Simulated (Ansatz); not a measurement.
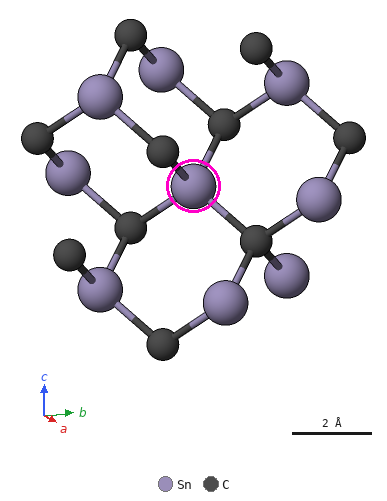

Perfect SnC. The picture is a ball-and-stick view of the atoms within 4.6 Å of one point, in a slice 4.2 Å thick across the line of sight, seen slightly off an axis.

Method: Ansatz 0.2.0, DFT, PBEsol, PAW, plane waves. (plane-wave cutoff 420 eV; k-point mesh 1 × 1 × 1; mesh shifted by (0.25, 0.25, 0.25); no spin polarisation) Fermi-Dirac smearing of 0.01 eV. A uniform background neutralises the charged cell. The axes drawn are those of the host's conventional cell.

A tin atom is taken out (a vacancy) at the ringed place, in charge state −4. The supercell has 64 sites, and the atoms are relaxed at the host's cell.

**Predict the relaxed surroundings of the defect.**

Around the empty Sn site the host had 4 C at 2.18 Å; after relaxation the nearest atoms are 4 C at 2.20 to 2.22 Å. Of the host's atoms, a tin atom moves furthest from its site, by 0.09 Å.

The relaxed defect, seen from the same direction:

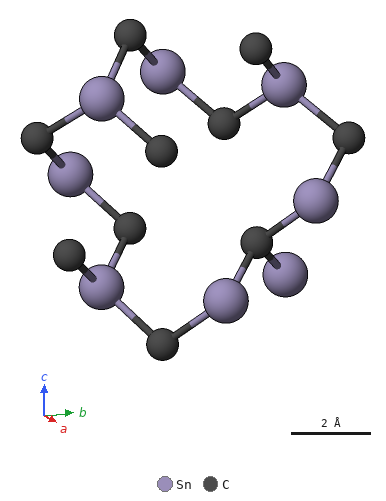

Limits of the set-up: the cell is charged, on a uniform background, and energies carry no finite-size correction.
